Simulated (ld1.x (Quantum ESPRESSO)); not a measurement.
# Pseudopotential generation for Ti: TM, LDA (PW92)

Aim: build the potential from the settings below, then test how well it stands in for the atom: other configurations, scattering, ghost states and the plane-wave cutoff that it needs.

Program: ld1.x (Quantum ESPRESSO) 7.5. Reference atom: LDA (PW92), scalar-relativistic, spherical and spin-unpolarised. All values are calculated.

### 1 Settings

Typed settings, in words:

```
element                 : titanium (Ti, Z = 22)
type                    : norm-conserving Troullier–Martins (Kleinman–Bylander form)
frozen core             : [Ar]
valence charge          : 4
reference configuration : 3d2 4s2 4p0
partial waves           : 4s (bound): rc 2.00 bohr; 4p (bound, empty): rc 3.50 bohr; 3d (bound): rc 1.65 bohr
local potential         : the d channel
core correction         : not asked for
```

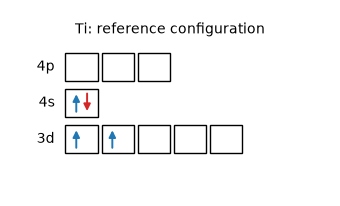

The outer shells as boxes. The arrows follow Hund's rule for the drawing; the calculation itself is spin-unpolarised.

An earlier all-electron run gives the scale for the radii.

All-electron outer shells of the reference configuration (LDA (PW92), scalar-relativistic, ld1.x):

| shell | level (eV) | outermost node (bohr) | outermost maximum (bohr) |
| --- | --- | --- | --- |
| 3s | -62.27 | 0.40 | 0.87 |
| 3p | -38.79 | 0.37 | 0.90 |
| 4s | -4.59 | 1.25 | 2.88 |
| 3d | -4.46 | – | 0.97 |
| 4p | -1.54 | 1.39 | 3.80 |

### 2 The generation run

Ti.in

```
 &input
   title='Ti', zed=22., rel=1, dft='PW', iswitch=3,
   config='[Ar] 3d2 4s2 4p0',
   nld=3, rlderiv=3.80, eminld=-2.0, emaxld=5.0, deld=0.02
 /
 &inputp
   pseudotype=2, tm=.true., lloc=2,
   nlcc=.false.,
   file_pseudopw='Ti.UPF', file_wfcaegen='ae.wfc', file_wfcncgen='nc.wfc', file_beta='beta', file_chi='chi'
 /
3
4S  1  0   2.00   0.00  2.00  2.00  0.0
4P  2  1   0.00   0.00  3.50  3.50  0.0
3D  3  2   2.00   0.00  1.65  1.65  0.0
 &test
   configts(1)='3d2 4s2 4p0'
 /
```

Command:

```
$ ld1.x < Ti.in > Ti.out
```

Output in Ti.out (without the banner and most projector matrices):

```text
     Program LD1 v.7.5
     --------------------------- All-electron run ----------------------------

     Ti
     scalar relativistic calculation

     atomic number is 22.00
     dft =PW   lsd =0 sic =0 latt =0  beta=0.20 tr2=1.0E-14
     Exchange-correlation= PW
                           (   1   4   0   0   0   0   0)
     mesh =1177 r(mesh) = 100.37945 a.u. xmin = -7.00 dx = 0.01250
     1 Ry =  13.60569312 eV, c = 137.03599908

     n l     nl                  e(Ry)          e(Ha)          e(eV)
     1 0     1S 1( 2.00)      -356.9136      -178.4568     -4856.0576
     2 0     2S 1( 2.00)       -39.3559       -19.6780      -535.4643
     2 1     2P 1( 6.00)       -32.6312       -16.3156      -443.9707
     3 0     3S 1( 2.00)        -4.5766        -2.2883       -62.2674
     3 1     3P 1( 6.00)        -2.8510        -1.4255       -38.7901
     3 2     3D 1( 2.00)        -0.3281        -0.1641        -4.4642
     4 0     4S 1( 2.00)        -0.3376        -0.1688        -4.5938
     4 1     4P 1( 0.00)        -0.1129        -0.0564        -1.5355

     final scf error:  7.7E-15 reached in  36 iterations

     Etot =   -1703.448967 Ry,    -851.724484 Ha,  -23176.603900 eV

     Ekin =    1716.815150 Ry,     858.407575 Ha,   23358.460076 eV
     Encl =   -4053.596871 Ry,   -2026.798435 Ha,  -55151.995069 eV
     Eh   =     713.407969 Ry,     356.703984 Ha,    9706.409897 eV
     Exc  =     -80.075215 Ry,     -40.037608 Ha,   -1089.478805 eV

     normalization and overlap integrals

     s(1S/1S) =  1.000000  <r> =   0.0697  <r2> =    0.0065  r(max) =   0.0455
     s(2S/2S) =  1.000000  <r> =   0.3259  <r2> =    0.1256  r(max) =   0.2682
     s(2P/2P) =  1.000000  <r> =   0.2904  <r2> =    0.1041  r(max) =   0.2196
     s(3S/3S) =  1.000000  <r> =   1.0090  <r2> =    1.1762  r(max) =   0.8685
     s(3P/3P) =  1.000000  <r> =   1.0877  <r2> =    1.3974  r(max) =   0.9016
     s(3D/3D) =  1.000000  <r> =   1.6111  <r2> =    3.5340  r(max) =   0.9719
     s(4S/4S) =  1.000000  <r> =   3.4842  <r2> =   14.0130  r(max) =   2.8834
     s(4P/4P) =  1.000000  <r> =   4.7793  <r2> =   26.8602  r(max) =   3.7960

     ------------------------ End of All-electron run ------------------------

     --------------------- Generating NC pseudopotential ---------------------

      Generating local pot.: lloc=2, matching radius rcloc =   1.6500

      Wfc   4S  rcut= 1.982  Using Troullier-Martins method

      Wfc   4P  rcut= 3.522  Using Troullier-Martins method

     ------------------- End of pseudopotential generation -------------------

     [... the all-electron block is printed once more ...]


     Computing logarithmic derivative in   3.81991
     Computing logarithmic derivative in   3.81991
     Computing the partial wave expansion
     R is outside the sphere for l=    0 j= 0.00
     R is outside the sphere for l=    1 j= 0.00
       no projector for channel:   2

     ---------------------- Testing the pseudopotential ----------------------

     Ti
     scalar relativistic calculation

     atomic number is 22.00   valence charge is  4.00
     dft =PW   lsd =0 sic =0 latt =0  beta=0.20 tr2=1.0E-14
     mesh =1177 r(mesh) = 100.37945 xmin = -7.00 dx = 0.01250

     n l     nl             e AE (Ry)        e PS (Ry)    De AE-PS (Ry)
     3 2     3D   1( 2.00)       -0.32811       -0.32811        0.00000
     1 0     4S   1( 2.00)       -0.33764       -0.33764       -0.00000
     2 1     4P   1( 0.00)       -0.11286       -0.11286        0.00000

     eps = 2.6E-16  iter = 12

     Etot =   -1703.448967 Ry,    -851.724484 Ha,  -23176.603900 eV
     Etotps =    -6.644724 Ry,      -3.322362 Ha,     -90.406081 eV

     Ekin =      13.097183 Ry,       6.548592 Ha,     178.196258 eV
     Encl =     -24.769178 Ry,     -12.384589 Ha,    -337.001841 eV
     Ehrt =       5.904422 Ry,       2.952211 Ha,      80.333757 eV
     Ecxc =      -1.944774 Ry,      -0.972387 Ha,     -26.459994 eV
     Epseu=       1.067622 Ry,       0.533811 Ha,      14.525738 eV

     ---------------------- End of pseudopotential test ----------------------
```

It took 1.6 s on 1 thread of Neoverse-V2, shared host. This counts the later configuration tests of the new file too.

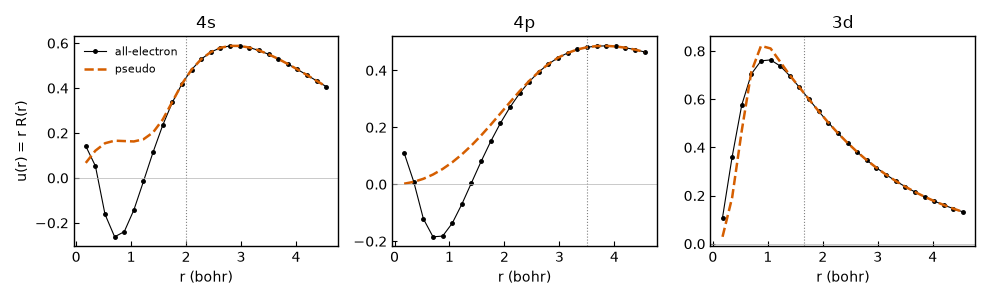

All-electron and pseudo partial waves (4s, 4p, 3d), with the matching radii dotted. The curves join 26 sampled radii, too few to resolve the innermost nodes.

### 3 Testing the new file in other configurations

Ti.test.in

```
 &input
   title='Ti', zed=22., rel=1, dft='PW', iswitch=2,
   config='[Ar] 3d2 4s2 4p0'
 /
 &test
   file_pseudo='Ti.UPF', nconf=10,
   configts(1)='3d2 4s2 4p0',
   configts(2)='3d2 4s1 4p0',
   configts(3)='3d2 4s0 4p0',
   configts(4)='3d1 4s0 4p0',
   configts(5)='3d2 4s1.5 4p0',
   configts(6)='3d2.5 4s1.5 4p0',
   configts(7)='3d3 4s1 4p0',
   configts(8)='3d1 4s2 4p1',
   configts(9)='3d2 4s2 4p0', lsdts(9)=1,
   configts(10)='3d2 4s1 4p0', lsdts(10)=1
 /
```

Command:

```
$ ld1.x < Ti.test.in > Ti.test.out
```

Ti.test.out, the pseudopotential blocks, each with the warnings that came before it:

```text
     ---------------------- Testing the pseudopotential ----------------------

     Ti
     scalar relativistic calculation

     atomic number is 22.00   valence charge is  4.00
     dft =PW   lsd =0 sic =0 latt =0  beta=0.20 tr2=1.0E-14
     mesh =1177 r(mesh) = 100.37945 xmin = -7.00 dx = 0.01250

     n l     nl             e AE (Ry)        e PS (Ry)    De AE-PS (Ry)
     3 2     3D   1( 2.00)       -0.32811       -0.32811        0.00000
     1 0     4S   1( 2.00)       -0.33764       -0.33764       -0.00000
     2 1     4P   1( 0.00)       -0.11286       -0.11286        0.00000

     eps = 2.6E-16  iter = 12

     Etot =   -1703.448967 Ry,    -851.724484 Ha,  -23176.603900 eV
     Etotps =    -6.644724 Ry,      -3.322362 Ha,     -90.406081 eV

     Ekin =      13.097183 Ry,       6.548592 Ha,     178.196258 eV
     Encl =     -24.769178 Ry,     -12.384589 Ha,    -337.001841 eV
     Ehrt =       5.904422 Ry,       2.952211 Ha,      80.333757 eV
     Ecxc =      -1.944774 Ry,      -0.972387 Ha,     -26.459994 eV
     Epseu=       1.067622 Ry,       0.533811 Ha,      14.525738 eV

     ---------------------- End of pseudopotential test ----------------------

     ---------------------- Testing the pseudopotential ----------------------

     Ti
     [...]
     n l     nl             e AE (Ry)        e PS (Ry)    De AE-PS (Ry)
     3 2     3D   1( 2.00)       -0.85563       -0.85382       -0.00182
     1 0     4S   1( 1.00)       -0.77863       -0.77566       -0.00296
     2 1     4P   1( 0.00)       -0.49773       -0.49643       -0.00129

     eps = 3.8E-16  iter = 12

     Etot =   -1702.895596 Ry,    -851.447798 Ha,  -23169.074903 eV
     Etotps =    -6.092454 Ry,      -3.046227 Ha,     -82.892061 eV
     dEtot_ae =       0.553371 Ry
     dEtot_ps =       0.552270 Ry,   Delta E=       0.001101 Ry

     [...]
     ---------------------- End of pseudopotential test ----------------------

     Warning: n=2, l=1 expected 0 nodes, found 1
     ---------------------- Testing the pseudopotential ----------------------

     Ti
     [...]
     n l     nl             e AE (Ry)        e PS (Ry)    De AE-PS (Ry)
     3 2     3D   1( 2.00)       -1.46463       -1.45864       -0.00599  !
     1 0     4S   1( 0.00)       -1.24427       -1.22875       -0.01552  !
     2 1     4P   1( 0.00)       -0.90710       -0.90710        0.00000

     eps = 3.2E-15  iter =  9

     Etot =   -1701.881808 Ry,    -850.940904 Ha,  -23155.281614 eV
     Etotps =    -5.086055 Ry,      -2.543028 Ha,     -69.199306 eV
     dEtot_ae =       1.567159 Ry
     dEtot_ps =       1.558669 Ry,   Delta E=       0.008490 Ry

     [...]
     ---------------------- End of pseudopotential test ----------------------

     ---------------------- Testing the pseudopotential ----------------------

     Ti
     [...]
     n l     nl             e AE (Ry)        e PS (Ry)    De AE-PS (Ry)
     3 2     3D   1( 1.00)       -2.56794       -2.55362       -0.01432  !
     1 0     4S   1( 0.00)       -1.93307       -1.91534       -0.01773  !
     2 1     4P   1( 0.00)       -1.52050       -1.52050        0.00000

     eps = 9.8E-15  iter =  8

     Etot =   -1699.883134 Ry,    -849.941567 Ha,  -23128.088273 eV
     Etotps =    -3.092783 Ry,      -1.546392 Ha,     -42.079460 eV
     dEtot_ae =       3.565833 Ry
     dEtot_ps =       3.551941 Ry,   Delta E=       0.013892 Ry

     [...]
     ---------------------- End of pseudopotential test ----------------------

     ---------------------- Testing the pseudopotential ----------------------

     Ti
     [...]
     n l     nl             e AE (Ry)        e PS (Ry)    De AE-PS (Ry)
     3 2     3D   1( 2.00)       -0.57974       -0.57905       -0.00068
     1 0     4S   1( 1.50)       -0.55105       -0.55007       -0.00097
     2 1     4P   1( 0.00)       -0.29702       -0.29673       -0.00029

     eps = 4.5E-15  iter = 10

     Etot =   -1703.227504 Ry,    -851.613752 Ha,  -23173.590740 eV
     Etotps =    -6.423455 Ry,      -3.211728 Ha,     -87.395562 eV
     dEtot_ae =       0.221463 Ry
     dEtot_ps =       0.221269 Ry,   Delta E=       0.000194 Ry

     [...]
     ---------------------- End of pseudopotential test ----------------------

     ---------------------- Testing the pseudopotential ----------------------

     Ti
     [...]
     n l     nl             e AE (Ry)        e PS (Ry)    De AE-PS (Ry)
     3 2     3D   1( 2.50)       -0.22619       -0.22471       -0.00148
     1 0     4S   1( 1.50)       -0.30729       -0.30735        0.00006
     2 1     4P   1( 0.00)       -0.09773       -0.09905        0.00131

     eps = 2.0E-15  iter = 12

     Etot =   -1703.425429 Ry,    -851.712715 Ha,  -23176.283648 eV
     Etotps =    -6.620788 Ry,      -3.310394 Ha,     -90.080404 eV
     dEtot_ae =       0.023538 Ry
     dEtot_ps =       0.023937 Ry,   Delta E=      -0.000399 Ry

     [...]
     ---------------------- End of pseudopotential test ----------------------

     ---------------------- Testing the pseudopotential ----------------------

     Ti
     [...]
     n l     nl             e AE (Ry)        e PS (Ry)    De AE-PS (Ry)
     3 2     3D   1( 3.00)       -0.15339       -0.15129       -0.00210
     1 0     4S   1( 1.00)       -0.28476       -0.28549        0.00073
     2 1     4P   1( 0.00)       -0.08754       -0.09001        0.00247

     eps = 1.5E-15  iter = 12

     Etot =   -1703.371520 Ry,    -851.685760 Ha,  -23175.550170 eV
     Etotps =    -6.565703 Ry,      -3.282851 Ha,     -89.330940 eV
     dEtot_ae =       0.077448 Ry
     dEtot_ps =       0.079021 Ry,   Delta E=      -0.001574 Ry

     [...]
     ---------------------- End of pseudopotential test ----------------------

     BEWARE! Errors in PS-KS equations
     ---------------------- Testing the pseudopotential ----------------------

     Ti
     [...]
     n l     nl             e AE (Ry)        e PS (Ry)    De AE-PS (Ry)
     3 2     3D   1( 1.00)       -0.70279       -1.16970        0.46691  !
     1 0     4S   1( 2.00)       -0.46587       -0.88860        0.42273  !
     2 1     4P   1( 1.00)       -0.19348       -0.21052        0.01703  !

     eps = 7.6E-15  iter = 54

     Etot =   -1703.094522 Ry,    -851.547261 Ha,  -23171.781432 eV
     Etotps =    -6.125494 Ry,      -3.062747 Ha,     -83.341594 eV
     dEtot_ae =       0.354445 Ry
     dEtot_ps =       0.519230 Ry,   Delta E=      -0.164785 Ry

     [...]
     ---------------------- End of pseudopotential test ----------------------

     ---------------------- Testing the pseudopotential ----------------------

     Ti
     [...]
     n l     nl             e AE (Ry)        e PS (Ry)    De AE-PS (Ry)
     3 2     3D   1( 2.00)       -0.36724       -0.42252        0.05528  !
     1 0     4S   1( 1.00)       -0.35297       -0.35655        0.00358
     2 1     4P   1( 0.00)       -0.12020       -0.12130        0.00110
     3 2     3D   2( 0.00)       -0.26406       -0.07922       -0.18484  !
     1 0     4S   2( 1.00)       -0.31634       -0.30121       -0.01514  !
     2 1     4P   2( 0.00)       -0.10366       -0.10198       -0.00167

     eps = 8.3E-15  iter = 24

     Etot =   -1703.500686 Ry,    -851.750343 Ha,  -23177.307573 eV
     Etotps =    -6.815786 Ry,      -3.407893 Ha,     -92.733498 eV
     dEtot_ae =      -0.051719 Ry
     dEtot_ps =      -0.171062 Ry,   Delta E=       0.119343 Ry

     [...]
     ---------------------- End of pseudopotential test ----------------------

     ---------------------- Testing the pseudopotential ----------------------

     Ti
     [...]
     n l     nl             e AE (Ry)        e PS (Ry)    De AE-PS (Ry)
     3 2     3D   1( 2.00)       -0.90454       -0.95304        0.04850  !
     1 0     4S   1( 1.00)       -0.81772       -0.81441       -0.00332
     2 1     4P   1( 0.00)       -0.52685       -0.52249       -0.00436
     3 2     3D   2( 0.00)       -0.76804       -0.40324       -0.36480  !
     1 0     4S   2( 0.00)       -0.69665       -0.61090       -0.08575  !
     2 1     4P   2( 0.00)       -0.43187       -0.38811       -0.04376  !

     eps = 5.2E-15  iter = 17

     Etot =   -1702.990897 Ry,    -851.495448 Ha,  -23170.371534 eV
     Etotps =    -6.332771 Ry,      -3.166385 Ha,     -86.161735 eV
     dEtot_ae =       0.458070 Ry
     dEtot_ps =       0.311954 Ry,   Delta E=       0.146117 Ry

     [...]
     ---------------------- End of pseudopotential test ----------------------
```

1 test gave no usable energy difference (3d1 4s2 4p1).

Excitation and ionisation energies from 3d2 4s2 4p0, with the error of the potential. Spin-polarised rows fill open shells by Hund's rule and count from the unpolarised reference. A star marks tests that logged a warning.

| valence configuration | charge | ΔE all-electron (eV) | error AE − PS (meV) |
| --- | --- | --- | --- |
| 3d2 4s1 4p0 | +1 | 7.529 | +15 |
| 3d2 4s0 4p0 * | +2 | 21.322 | +116 |
| 3d1 4s0 4p0 | +3 | 48.516 | +189 |
| 3d2 4s1.5 4p0 | +0.5 | 3.013 | +2.6 |
| 3d2.5 4s1.5 4p0 | 0 | 0.320 | -5.4 |
| 3d3 4s1 4p0 | 0 | 1.054 | -21 |
| 3d2 4s2 4p0 (spin-polarised) | 0 | -0.704 | +1624 |
| 3d2 4s1 4p0 (spin-polarised) | +1 | 6.232 | +1988 |

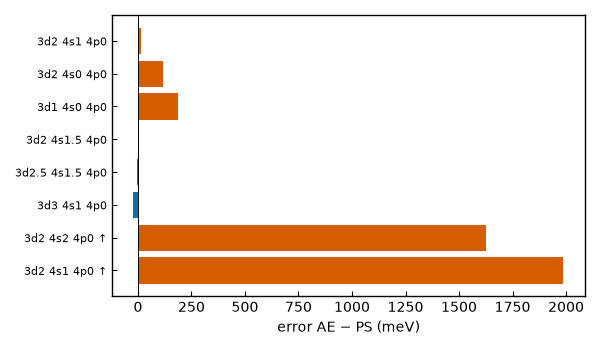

Error of the potential in each test configuration; ↑ marks spin-polarised tests.

### 4 Scattering by logarithmic derivatives

Taken from the files of the generation run. The phase is arctan(r·u′/u) with u = r·R, unwrapped, with energies in Ry. A pole is an energy at which the radial function vanishes at the test radius. The pseudo phase is shifted by a multiple of π to meet the all-electron one at the reference energy. Levels narrower than the energy grid can be missing from the poles. The last column is the largest difference on the grid between −1 and +1 Ry.

```tsv
channel	radius (bohr)	reference (Ry)	poles AE	poles PS	window around the reference with phases within 0.05 rad (Ry)	largest difference near zero (rad)
s	3.82	-0.34	0.24, 3.80	0.22, 2.11	below 0.9	0.048
p	3.82	-0.11	0.79, 4.42	0.76, 3.63	below 1.5	0.013
d	3.82	-0.33	-0.27, 1.81	-0.27, 1.87	below 0.6	0.050
```

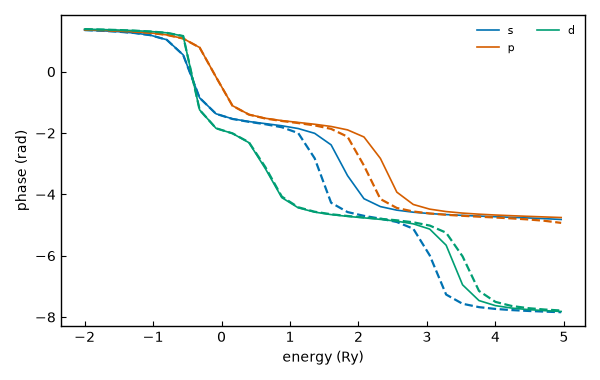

Phases by channel: all-electron solid, pseudo dashed.

### 5 Cutoff and ghost test in a Bessel basis

A separate test, outside the generator: the pseudo-atom's Hamiltonian at the reference potential is diagonalised in spherical Bessel functions j_l(qr) that vanish at 20 bohr, with q² up to the cutoff.

All-electron valence levels (Ry): 4s -0.3376, 4p -0.1129, 3d -0.3281. The lowest levels of each channel (Ry) by cutoff; the last column sums, over occupied levels, occupation times the distance from the level at 400 Ry. A positive value at high cutoff is not a bound level.

```
cutoff (Ry)     s #1     s #2     p #1     p #2     d #1    f #1  Σ f·Δε (mRy)
          8  -1.1184  -0.1708  -0.1129   0.0450   0.0347  0.1060        1059.3
         12  -3.5717  -0.3141  -0.2315  -0.1127   0.0304  0.1060         764.1
         21  -6.1691  -0.3366  -2.5758  -0.1129   0.0080  0.1060         674.1
         30  -6.7688  -0.3369  -3.8499  -0.1129  -0.0624  0.1060         532.9
         45  -7.1109  -0.3373  -4.5538  -0.1129  -0.2493  0.1060         158.4
         55  -7.1853  -0.3374  -4.6552  -0.1129  -0.3079  0.1060          40.8
         70  -7.1982  -0.3375  -4.6924  -0.1129  -0.3263  0.1060           3.9
         80  -7.1986  -0.3375  -4.6945  -0.1129  -0.3277  0.1060           1.0
        100  -7.2016  -0.3376  -4.6948  -0.1129  -0.3280  0.1060           0.2
        400  -7.2021  -0.3376  -4.6956  -0.1129  -0.3281  0.1060           0.0
```

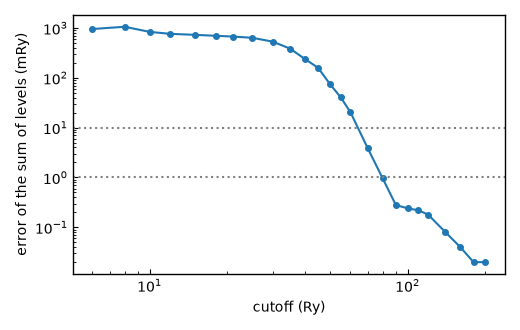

Occupation-weighted error of the valence levels against the cutoff; the dotted lines mark 10 and 1 mRy.

The sum stays within 10 mRy from 70 Ry and within 1 mRy from 80 Ry. The sum leaves out empty levels, which can need more. Ghost test: ghost states, bound below the all-electron valence or empty levels of the same l: s at -98.0 eV, p at -63.9 eV.

### 6 Results

```
                                                quantity                                        value
               cutoffs for 10 and 1 mRy, occupied levels                              70 Ry and 80 Ry
                                            bound ghosts               s at -97.99 eV, p at -63.89 eV
         largest test error (AE − PS), unpolarised tests  +189 meV, for 3d1 4s0 4p0 (1 test unsolved)
largest phase difference near zero energy, channels read                                    0.050 rad
```

What this shows: A bound ghost (s, p) makes it unfit for use: electrons can fall into a state that the atom doesn't have. The worst unpolarised test, 3d1 4s0 4p0, is off by 189 meV on 48.5 eV; by total energies transferability rates as poor. That test lies far up in energy; among those under 40 eV, nearer to bonding, the largest error is 116 meV. The spin-polarised tests miss by far more, up to 1988 meV (3d2 4s1 4p0). Of the tests 1 gave no usable energy difference, which is a warning in itself. It counts as of middling hardness, with 70 Ry needed at the looser tolerance. The slowest occupied level is 3d: taken alone it needs 80 Ry to come within 1 mRy, against 25 Ry for 4s. Of the channels read, d scatters worst near zero energy, by up to 0.05 rad. These are tests on the free atom; a crystal test is still owed.
